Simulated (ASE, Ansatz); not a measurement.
# Relaxing H2C4SCl2O2 (C2/c) (176 atoms)

Wanted: the relaxed structure of H2C4SCl2O2 (C2/c) (176 atoms) and its electronic structure.

Calculated with Ansatz 0.2.0; Kohn-Sham DFT, PBE+D4, PAW (set soft_2), plane waves.

### Step 1. The structure

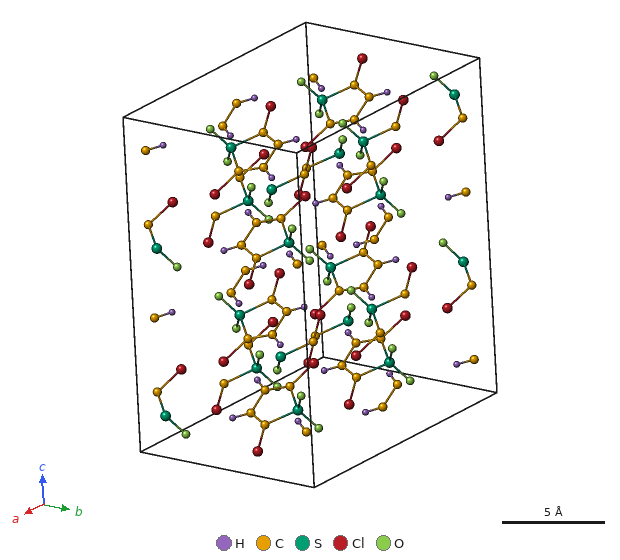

The cell as given, slightly off an axis (hydrogen purple, carbon orange, sulfur teal, chlorine red, oxygen green). Some periodic images of atoms are drawn too.

The cell holds 176 atoms: 32 H, 64 C, 16 S, 32 Cl and 32 O. Its edges and angles: a = 15.176 Å, b = 10.584 Å, c = 17.490 Å, α = 90.0°, β = 90.3°, γ = 90.0°. It derives from H2C4SCl2O2 (C2/c), repeated 2×1×2. H2C4SCl2O2, space group C2/c, structure from the Crystallography Open Database, 2 x 1 x 2 conventional cells; every coordinate displaced by a Gaussian of 0.01 Å.

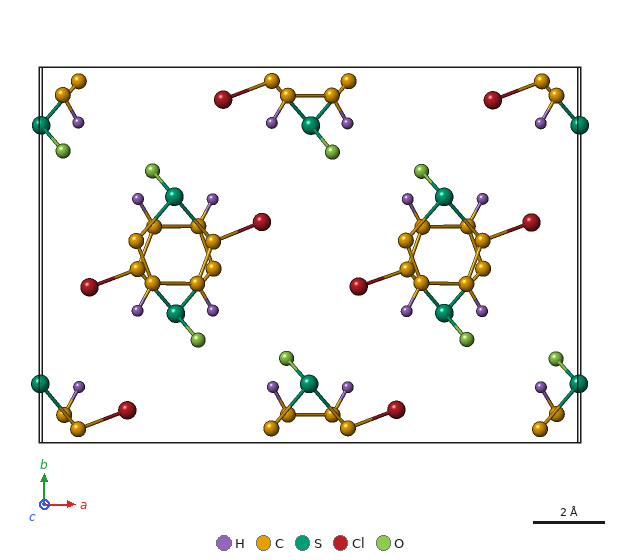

A slice 6 Å thick through the middle of the cell.

Before any run, some limits are plain. Sampling is at Γ alone, for a cell whose shortest periodic width is 11 Å.

### Step 2. Single point at the start

A single point comes first, to see the forces before anything moves.

Input file input.yaml:

```yaml
crystal:
  lattice:
    - [15.176, 0.0, 0.0]
    - [0.0, 10.584, 0.0]
    - [-0.08395, 0.0, 17.4898]
  atoms:
    - { symbol: H, position: [0.31965, 0.35044, 0.08781] }
    - { symbol: H, position: [0.18059, 0.34923, 0.16178] }
    - { symbol: H, position: [0.07082, 0.85139, 0.08884] }
    - { symbol: H, position: [0.43006, 0.85088, 0.16275] }
    - { symbol: H, position: [0.18031, 0.64918, 0.41135] }
    - { symbol: H, position: [0.31843, 0.64855, 0.33794] }
    - { symbol: H, position: [0.43069, 0.14861, 0.41189] }
    - { symbol: H, position: [0.07051, 0.14867, 0.33689] }
    - { symbol: C, position: [0.07163, 0.03842, 0.08725] }
    - { symbol: C, position: [0.42964, 0.03842, 0.16234] }
    - { symbol: C, position: [0.32019, 0.53689, 0.0874] }
    - { symbol: C, position: [0.17952, 0.5369, 0.16298] }
    - { symbol: C, position: [0.42891, 0.96341, 0.41254] }
    - { symbol: C, position: [0.06989, 0.96248, 0.33692] }
    - { symbol: C, position: [0.17961, 0.46227, 0.41269] }
    - { symbol: C, position: [0.32031, 0.46344, 0.33812] }
    - { symbol: C, position: [0.04291, 0.92452, 0.103] }
    - { symbol: C, position: [0.45961, 0.92508, 0.14709] }
    - { symbol: C, position: [0.29108, 0.42431, 0.10242] }
    - { symbol: C, position: [0.209, 0.42344, 0.14679] }
    - { symbol: C, position: [0.45867, 0.07489, 0.39678] }
    - { symbol: C, position: [0.04283, 0.0742, 0.35404] }
    - { symbol: C, position: [0.21013, 0.5754, 0.39708] }
    - { symbol: C, position: [0.29192, 0.57662, 0.35272] }
    - { symbol: S, position: [0.24998, 0.65674, 0.12463] }
    - { symbol: S, position: [0.99962, 0.15639, 0.12437] }
    - { symbol: S, position: [0.25039, 0.34375, 0.37543] }
    - { symbol: S, position: [0.0002, 0.84515, 0.37446] }
    - { symbol: Cl, position: [0.16057, 0.08823, 0.03774] }
    - { symbol: Cl, position: [0.33829, 0.08767, 0.21008] }
    - { symbol: Cl, position: [0.41229, 0.58687, 0.03768] }
    - { symbol: Cl, position: [0.08848, 0.58749, 0.21143] }
    [... 138 atom lines left out ...]
    - { symbol: O, position: [0.95739, 0.2234, 0.56459] }
    - { symbol: O, position: [0.54117, 0.22463, 0.685] }
    - { symbol: O, position: [0.79221, 0.2769, 0.93514] }
    - { symbol: O, position: [0.70808, 0.27592, 0.81456] }
    - { symbol: O, position: [0.54207, 0.77605, 0.93444] }
    - { symbol: O, position: [0.95837, 0.775, 0.81565] }
kpoints:
  mp_grid: { grid: [1, 1, 1] }
hamiltonian:
  xc: pbe
  dispersion: d4
scf:
  occupations: { method: fixed }
output:
  forces: true
  stress: true
  populations: intrinsic
  dos:
    method: { smearing: { sigma: 0.1 } }
    de: 0.1
    projected: { site_lists: { C: [C], Cl: [Cl], H: [H], O: [O], S: [S] } }
  eigenvalues: true
```

Launch:

```bash
ansatz run input.yaml --threads 4 --pin off --max-ram 8192MiB --backend cpu --events-out ev --progress --plain --runs-dir out
```

Numbers of over 12 decimals in the logs are rounded to 6 here.

Log:

```text
Engine: ansatz 0.2.0, aarch64-unknown-linux-gnu
Pseudopotentials: kind: paw
Pseudopotential: H, paw, valence charge 1, recommended cutoff 420 eV (normal), H.paw.azcp
Pseudopotential: C, paw, valence charge 4, recommended cutoff 420 eV (normal), C.paw.azcp
Pseudopotential: S, paw, valence charge 6, recommended cutoff 420 eV (normal), S.paw.azcp
Pseudopotential: Cl, paw, valence charge 7, recommended cutoff 420 eV (normal), Cl.paw.azcp
Pseudopotential: O, paw, valence charge 6, recommended cutoff 420 eV (normal), O.paw.azcp
[... 5 lines on functional and potentials left out ...]
Crystal: 176 atoms, lattice volume = 2809.260 Å³
Basis set: ecut = 420 eV, 54887 PW (Γ), exchange–correlation on 216×144×240 points (8 copies of the dense FFT grid, shifted against one another)
Bands: 576, of which v1, the nominal top of the filled ones, is band 400 counted from 1 (399 counted from 0)
Symmetry: 1 space group operations
Space group: P1 (ITA 1), of the structure as read, at distance tolerance 1.4e-4 Å
k-points: 1
[... 11 lines on functional and potentials left out ...]
Initial density: superposition of atomic densities (neutral atoms: chi_scale 0, normalization atom), corrected by the library's trained network
Initial wavefunctions: pseudopotential atomic-orbital guess
Functional: x = pbe(κ = 0.804, μ = 0.219515), c = pbe(β = 0.066725)
SCF iter   1: F=—  HF=-83648.081441 eV  |F-HF|=—  |Δ(HF+E_count)|=         —  Δρ=6.70e-3  dr2=1.34e0  ethr=1.77e-3  ⟨swp⟩=5.0  Hψ=2242  notcnv=0  defer=167
preconditioner: auto → Resta (q_TF=auto, 2.213 Å⁻¹)  ε∞=3.0  [insulator: Δε(μ)=2.548 eV  Ē_g=13.839 eV  n_scr=520 (ndim 8)  ℏωp=19.4 eV  f_vac=0.187  ε∞_Penn≈3.0]
SCF iter   2: F=—  HF=-83647.649695 eV  |F-HF|=—  |Δ(HF+E_count)|=   4.32e-1  Δρ=3.51e-3  dr2=2.12e-1  ethr=1.68e-4  ⟨swp⟩=2.0  Hψ=905  notcnv=0  defer=174
SCF iter   3: F=—  HF=-83647.653031 eV  |F-HF|=—  |Δ(HF+E_count)|=   3.34e-3  Δρ=1.53e-3  dr2=5.52e-2  ethr=2.66e-5  ⟨swp⟩=2.0  Hψ=818  notcnv=0  defer=174
SCF iter   4: F=—  HF=-83647.651281 eV  |F-HF|=—  |Δ(HF+E_count)|=   1.75e-3  Δρ=3.91e-4  dr2=3.38e-3  ethr=6.90e-6  ⟨swp⟩=2.0  Hψ=811  notcnv=0  defer=174
SCF iter   5: F=—  HF=-83647.652781 eV  |F-HF|=—  |Δ(HF+E_count)|=   1.50e-3  Δρ=1.33e-4  dr2=4.66e-4  ethr=4.23e-7  ⟨swp⟩=2.0  Hψ=798  notcnv=0  defer=174
SCF iter   6: F=—  HF=-83647.653033 eV  |F-HF|=—  |Δ(HF+E_count)|=   2.51e-4  Δρ=5.81e-5  dr2=9.57e-5  ethr=5.83e-8  ⟨swp⟩=2.0  Hψ=812  notcnv=0  defer=160
SCF iter   7: F=—  HF=-83647.655411 eV  |F-HF|=—  |Δ(HF+E_count)|=   2.38e-3  Δρ=2.50e-5  dr2=1.68e-5  ethr=1.20e-8  ⟨swp⟩=2.0  Hψ=815  notcnv=0  defer=160
SCF iter   8: F=—  HF=-83647.655415 eV  |F-HF|=—  |Δ(HF+E_count)|=   3.69e-6  Δρ=1.06e-5  dr2=3.27e-6  ethr=2.11e-9  ⟨swp⟩=2.0  Hψ=812  notcnv=0  defer=160
SCF iter   9: F=—  HF=-83647.655415 eV  |F-HF|=—  |Δ(HF+E_count)|=   5.86e-7  Δρ=3.07e-6  dr2=3.54e-7  ethr=4.09e-10  ⟨swp⟩=2.0  Hψ=812  notcnv=0  defer=160
SCF iter  10: F=-83647.655415 eV  HF=-83647.655415 eV  |F-HF|=1.85e-8  |Δ(HF+E_count)|=   2.02e-7  Δρ=1.20e-6  dr2=5.26e-8  ethr=1.25e-11  ⟨swp⟩=16.0  Hψ=3866  notcnv=0
SCF 1 converged in 10 iterations: F = -83647.655415 eV  dr2 = 5.26e-8
  greatest PAW one-centre occupation: 0.909 electrons in one spin orbital (limit 2), on the Cl atom at site 166 (counted from 0), in its partial waves of l = 0
SCF converged after 10 iterations
Free energy (F): -83647.655415 eV
Harris-Foulkes:  -83647.655415 eV  (|F-HF|=1.85e-8)
Internal energy: -83647.655415 eV  (E = F + TS)
E sigma→0 (E₀):  -83647.655415 eV
Fermi energy:    1.299756 eV
--- Per-component energies (eV) ---
  E_band       = -5346.323021
  E_kinetic    = 19049.454245
  E_local      = -51396.698595  (includes V_loc(G=0)·N_el)
  E_nonlocal   = 4753.050928
  E_hartree    = 18193.766520
  E_xc         = -10723.365393
  E_vxc        = -12515.282031  (∫ρ·V_xc dr)
  E_paw        = -42170.187790  (= ΣΔE_a)
  E_vpaw       = -1624.407874  (= ΣTr[D̂ρ^β])
  E_aug_tail   = 0.026944  (compensation charges beyond the density's cutoff)
  E_ewald      = -21334.741085
  E_disp       = -18.961188  (pairwise vdW)
  E_smearing   = -0.000000  (= −TS)
  E_closure    = -0.000000  (closes the sum)
  Σ components = -83647.655415   (vs F -83647.655415, Δ=0.00e0)
--- Forces (eV/Å), atoms counted from 1 ---
  atom   1  H      3.90862485    -7.27481748    -2.36073897
  atom   2  H     -3.70484819    -7.04054792     2.28093055
  atom   3  H      4.37670613    -8.25515960    -2.58745196
  atom   4  H     -3.37795620    -6.26839130     2.06437073
  atom   5  H     -3.73450177     6.82546261     2.16125347
  atom   6  H      5.02514441     9.58039471    -3.22535812
  atom   7  H     -3.92334510     7.53780867     2.42648291
  atom   8  H      3.40539295     6.44767758    -2.22498537
  atom   9  C      0.55904979     1.31612167    -0.44990715
  atom  10  C     -0.92122798     1.50035870     0.72128277
  atom  11  C      1.72129678     2.52257783    -1.13005013
  atom  12  C     -1.01238610     1.63476525     0.49638988
  atom  13  C     -1.08529176    -2.72294046     0.78395362
  atom  14  C      1.73643701    -2.68013924    -0.83844661
[...]
atom 175  O      1.20084621    -1.20508427     1.89800042
  atom 176  O     -1.40314104    -1.50213031    -2.28283693
  max |Σ_I F_I| component: 5.04e-5 eV/Å
--- Stress (GPa, compression-positive) ---
        5.259248      -0.109400      -1.371962
       -0.109400      16.310056      -0.197086
       -1.371963      -0.197086       3.680879
  P = ⅓ Tr σ = 8.4167 GPa (84.167 kbar)
--- Band table (eV) ---
  k-point 0: bands = ["-21.8297", "-21.8271", "-21.8187", "-21.7641", [... 560 levels ...], "10.2019", "10.2077", "10.2241", "10.2344", "10.2455", "10.2463", "10.2582", "10.2748", "10.3215", "10.3284", "10.3342", "10.3506"]
--- intrinsic populations: 176 sites ---
  site symbol       q [e]
     0      H      0.7357
     1      H      0.7385
     2      H      0.7347
[...]
175      O      6.8763
  spilling = 0.000000 (of n_electrons = 800.000000)
```

Elapsed: 70 s, on 4 threads of Arm Neoverse V2, shared host; peak memory 4.2 GiB.

Read from the output:

```yaml
free_energy: -83647.6554 eV
free_energy_per_atom: -475.2708 eV/atom
scf_cycles: 10
pressure: 8.417 GPa
r_m_s_force_component: 2.993 eV/Å
longest_force: 12.78 eV/Å
fermi_energy: 1.3 eV
spacing_of_highest_filled_and_lowest_empty_level: 2.464 eV
```

The r.m.s. force component of 3.0 eV/Å and the pressure of 8.4 GPa set the starting point.

Length of the force by element:

```
element  coordination  atoms  mean length of the force (eV/Å)  spread   least   most
      C           all     64                             4.89    2.99   0.178   12.8
     Cl           all     32                            0.278   0.203  0.0356  0.786
      H           all     32                             8.69    1.22    6.65   12.6
      O           all     32                             1.77   0.664   0.583   3.49
      S           all     16                             1.63   0.449   0.691   2.44
```

### Step 3. Cell and atoms relaxed

Cell and atoms are freed together, to release stress as well as forces.

input.yaml, the sections that differ from step 2:

```yaml
output:
  forces: true
relax:
  f_tol: 0.03
  max_steps: 124
  cell: {}
# crystal, kpoints, hamiltonian, scf: as in step 2
```

Log:

```text
[...]
Crystal: 176 atoms, lattice volume = 2809.260 Å³
Basis set: ecut = 420 eV, 54887 PW (Γ), exchange–correlation on 216×144×240 points (8 copies of the dense FFT grid, shifted against one another)
Bands: 576, of which v1, the nominal top of the filled ones, is band 400 counted from 1 (399 counted from 0)
Symmetry: 1 space group operations
[...]
k-points: 1
[...]
SCF iter   1: F=—  HF=-83648.063333 eV  |F-HF|=—  |Δ(HF+E_count)|=         —  Δρ=6.68e-3  dr2=1.33e0  ethr=1.77e-3  ⟨swp⟩=5.0  Hψ=1996  notcnv=0  defer=164
[...]
SCF iter   3: F=—  HF=-83647.653616 eV  |F-HF|=—  |Δ(HF+E_count)|=   2.92e-3  Δρ=1.55e-3  dr2=5.69e-2  ethr=2.68e-5  ⟨swp⟩=3.0  Hψ=820  notcnv=0  defer=124
automatic band count: iteration 3 solves 526 bands in place of 576: the levels show a gap, and the empty bands left out lie too high to hold charge; the band table lists the bands solved (type scf.n_extra_bands for more)
SCF iter   4: F=—  HF=-83647.651304 eV  |F-HF|=—  |Δ(HF+E_count)|=   2.31e-3  Δρ=3.92e-4  dr2=3.34e-3  ethr=7.11e-6  ⟨swp⟩=2.0  Hψ=812  notcnv=0  defer=124
[...]
SCF iter  10: F=-83647.655415 eV  HF=-83647.655415 eV  |F-HF|=4.61e-9  |Δ(HF+E_count)|=   2.17e-7  Δρ=1.34e-6  dr2=5.93e-8  ethr=1.25e-11  ⟨swp⟩=4.0  Hψ=1569  notcnv=0
SCF 1 converged in 10 iterations: F = -83647.655415 eV  dr2 = 5.93e-8
[...]
relax step   1: F+E_penalty+E_count = -83647.65541532 eV  Δ(F+E_penalty+E_count) = +0.000e0 eV  max|allowed force component| = 1.073e1 eV/Å  Δτ_max = 0.0000 Å  P = +8.417 GPa  Ω = 2809.260 Å³  (10 SCF iters, dr2 threshold 1.00e-7 eV, accepted)
[... from here on, the SCF cycles and remarks between the steps are left out ...]
relax step   2: F+E_penalty+E_count = -83667.89004296 eV  Δ(F+E_penalty+E_count) = -2.023e1 eV  max|allowed force component| = 1.829e0 eV/Å  Δτ_max = 0.1924 Å  P = +3.432 GPa  Ω = 2606.165 Å³  energy of the carried Pulay correction = +3.985e-1 eV  (8 SCF iters, dr2 threshold 1.76e-5 eV, accepted)
relax step   3: F+E_penalty+E_count = -83669.08973206 eV  Δ(F+E_penalty+E_count) = -1.200e0 eV  max|allowed force component| = 7.862e-1 eV/Å  Δτ_max = 0.1180 Å  P = +0.626 GPa  Ω = 2854.885 Å³  energy of the carried Pulay correction = -8.560e-2 eV  (8 SCF iters, dr2 threshold 1.76e-5 eV, accepted)
relax step   4: F+E_penalty+E_count = -83669.67059683 eV  Δ(F+E_penalty+E_count) = -5.809e-1 eV  max|allowed force component| = 5.124e-1 eV/Å  Δτ_max = 0.0608 Å  P = +0.327 GPa  Ω = 2758.671 Å³  energy of the carried Pulay correction = +9.655e-2 eV  (7 SCF iters, dr2 threshold 1.76e-5 eV, accepted)
relax step   5: F+E_penalty+E_count = -83669.79632462 eV  Δ(F+E_penalty+E_count) = -1.257e-1 eV  max|allowed force component| = 2.445e-1 eV/Å  Δτ_max = 0.0616 Å  P = +0.054 GPa  Ω = 2742.927 Å³  energy of the carried Pulay correction = +1.270e-1 eV  (6 SCF iters, dr2 threshold 1.64e-5 eV, accepted)
relax step   6: F+E_penalty+E_count = -83669.87616043 eV  Δ(F+E_penalty+E_count) = -7.984e-2 eV  max|allowed force component| = 3.514e-2 eV/Å  Δτ_max = 0.0413 Å  P = +0.045 GPa  Ω = 2714.035 Å³  energy of the carried Pulay correction = +1.832e-1 eV  (7 SCF iters, dr2 threshold 3.74e-6 eV, accepted)
relax step   7: F+E_penalty+E_count = -83669.86732912 eV  Δ(F+E_penalty+E_count) = +8.831e-3 eV  max|allowed force component| = 4.242e-3 eV/Å  Δτ_max = 0.0154 Å  P = +0.002 GPa  Ω = 2721.783 Å³  energy of the carried Pulay correction = +1.681e-1 eV  (9 SCF iters, dr2 threshold 7.72e-8 eV, accepted)
relax step   8: F+E_penalty+E_count = -83669.75611063 eV  Δ(F+E_penalty+E_count) = +1.112e-1 eV  max|allowed force component| = 4.266e-3 eV/Å  Δτ_max = 0.0000 Å  P = -0.082 GPa  Ω = 2721.783 Å³  stress off target by 1.20e-1 GPa  SCF on the basis re-selected at this cell (its energy is not comparable with the rows above)  (6 SCF iters)
relax step   9: F+E_penalty+E_count = -83669.81424524 eV  Δ(F+E_penalty+E_count) = -5.813e-2 eV  max|allowed force component| = 4.984e-3 eV/Å  Δτ_max = 0.0259 Å  P = -0.007 GPa  Ω = 2697.317 Å³  energy of the carried Pulay correction = +4.183e-2 eV  (9 SCF iters, dr2 threshold 3.60e-8 eV, accepted)
relax step  10: F+E_penalty+E_count = -83669.82780270 eV  Δ(F+E_penalty+E_count) = -1.356e-2 eV  max|allowed force component| = 7.049e-3 eV/Å  Δτ_max = 0.0143 Å  P = +0.002 GPa  Ω = 2690.251 Å³  energy of the carried Pulay correction = +5.365e-2 eV  (10 SCF iters, accepted)
relax step  11: F+E_penalty+E_count = -83669.77790269 eV  Δ(F+E_penalty+E_count) = +4.990e-2 eV  max|allowed force component| = 6.937e-3 eV/Å  Δτ_max = 0.0000 Å  P = -0.011 GPa  Ω = 2690.251 Å³  stress off target by 3.06e-2 GPa  SCF on the basis re-selected at this cell (its energy is not comparable with the rows above)  (6 SCF iters)
[...]
SCF converged after 6 iterations
Free energy (F): -83669.777903 eV
[...]
Internal energy: -83669.777903 eV  (E = F + TS)
E sigma→0 (E₀):  -83669.777903 eV
Fermi energy:    1.855363 eV
[...]
--- Forces (eV/Å), atoms counted from 1 ---
  atom   1  H     -0.00087750    -0.00309342    -0.00025016
  atom   2  H      0.00075601    -0.00287375     0.00009558
  atom   3  H     -0.00120695    -0.00290431    -0.00012405
  atom   4  H      0.00061483    -0.00286670     0.00053702
  atom   5  H      0.00039025     0.00330242     0.00080567
  atom   6  H     -0.00075336     0.00260642     0.00030224
  atom   7  H      0.00072973     0.00283674     0.00015431
  atom   8  H     -0.00003141     0.00334026     0.00039325
  atom   9  C     -0.00379351    -0.00068883    -0.00007020
  atom  10  C      0.00338863     0.00054236     0.00046240
  atom  11  C     -0.00454161     0.00019201    -0.00080191
  atom  12  C      0.00354207    -0.00075253     0.00072240
  atom  13  C      0.00270452     0.00031939     0.00119595
  atom  14  C     -0.00330027    -0.00168450    -0.00040017
[...]
atom 175  O     -0.00182342    -0.00148134    -0.00462138
  atom 176  O      0.00242339    -0.00054265     0.00413829
  max |Σ_I F_I| component: 2.53e-6 eV/Å
--- Stress (GPa, compression-positive) ---
        0.020983       0.000003       0.001387
        0.000003      -0.024551       0.000042
        0.001387       0.000042      -0.030601
  P = ⅓ Tr σ = -0.0114 GPa (-0.114 kbar)
--- Relaxed structure (9 steps of the walk, 9 accepted, 2 SCFs on fresh bases) ---
  F+E_penalty+E_count = -83669.77790269 eV   max|allowed force component| = 6.937e-3 eV/Å   (the final SCF, on the basis selected at the relaxed cell)
  cell:  # Å, volume = 2690.2509 Å³
    - [15.420273, 0.000691194, -0.117535]
    - [0.00048205, 10.288924, 0.000625383]
    - [-0.220757, 0.00102961, 16.957970]
  atoms:
    - { symbol: H, position: [0.323457, 0.332502, 0.086527] }
    - { symbol: H, position: [0.176767, 0.332446, 0.163358] }
    - { symbol: H, position: [0.073455, 0.832479, 0.086469] }
    - { symbol: H, position: [0.426691, 0.832457, 0.163572] }
[...]
- { symbol: O, position: [0.958217, 0.765326, 0.811156] }
```

It took 6.3 min on 4 threads; peak memory 3.7 GiB; 24 min of CPU time.

The steps of the relaxation:

```
step  energy less that of the first step (eV)  largest force component (eV/Å)  pressure (GPa)  volume (Å³)
   1                                   0.0000                         10.7262            8.42      2809.26
   2                                 -20.2346                          1.8289            3.43      2606.16
   3                                 -21.4343                          0.7862            0.63      2854.89
   4                                 -22.0152                          0.5124            0.33      2758.67
   5                                 -22.1409                          0.2445            0.05      2742.93
   6                                 -22.2207                          0.0351            0.05      2714.04
   7                                 -22.2119                          0.0042            0.00      2721.78
  8*                                 -22.1007                          0.0043           -0.08      2721.78
   9                                 -22.1588                          0.0050           -0.01      2697.32
  10                                 -22.1724                          0.0070            0.00      2690.25
 11*                                 -22.1225                          0.0069           -0.01      2690.25
```

Relaxation steps marked * repeat the geometry before them on a plane-wave basis chosen anew for their cell, so energy and pressure can jump there.

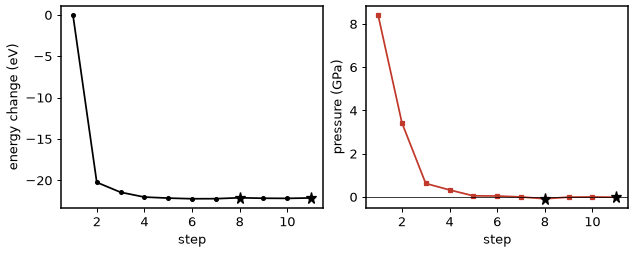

Energy and pressure along the relaxation. Stars mark steps on a basis chosen anew.

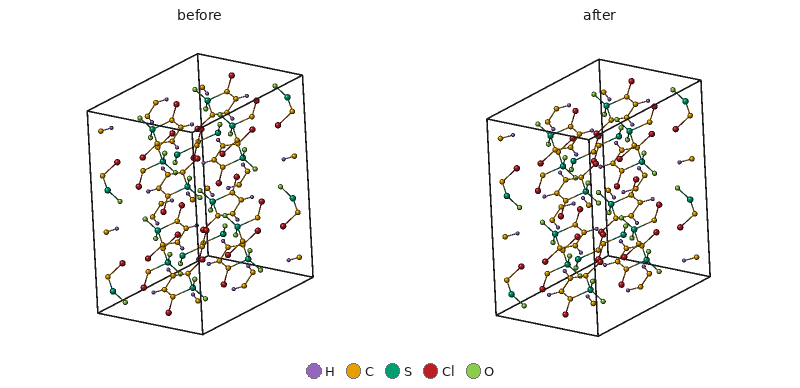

Before and after, at one scale.

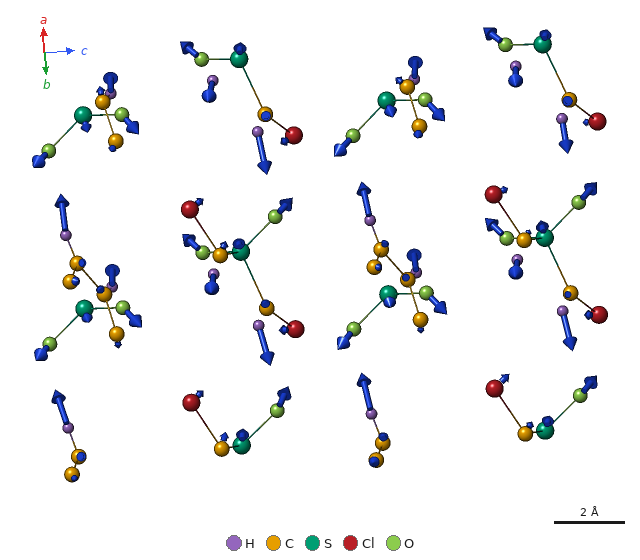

Displacements in the relaxation, exaggerated, measured against the changing cell; the longest in the cell stands for 0.21 Å. Drawn is a stretch of 16 Å of the 17 Å that the cell measures along c and a slice 4 Å thick, seen at a slant to the ac plane. Bonds to atoms that aren't drawn are left out.

```
     cell as run  before   after  change
           a (Å)  15.176  15.421  +1.6 %
           b (Å)  10.584  10.289  -2.8 %
           c (Å)  17.490  16.959  -3.0 %
           β (°)   90.28   91.18  +1.0 %
volume (Å³/atom)   15.96   15.29  -4.2 %
```

The atoms that moved most (Å, as changes of fractional coordinates times the final cell):

```
atom      dx      dy      dz  length
 H47   0.046  -0.208  -0.027   0.214
 H96   0.063   0.203  -0.017   0.213
H140   0.074   0.196  -0.037   0.213
  H6   0.077   0.197  -0.024   0.212
 H52   0.051   0.201  -0.024   0.209
 H46  -0.066  -0.196   0.025   0.209
  H7  -0.062   0.196   0.026   0.207
 H93  -0.068   0.193   0.025   0.207
```

The relaxation changed the energy by -126 meV/atom, and atoms moved by 0.11 Å r.m.s., 0.21 Å at most.

(Continued in part 2 of 2.)

[Logs are printed without paths, hosts, clocks, repeated set-up lines and the standing remarks that a program may print on its own settings, such as how far it seeks lower states.]

[Hosts, paths, dates, database ids (printed as entryN), source tags and the programs' standing remarks are cut or masked in the printed files.]
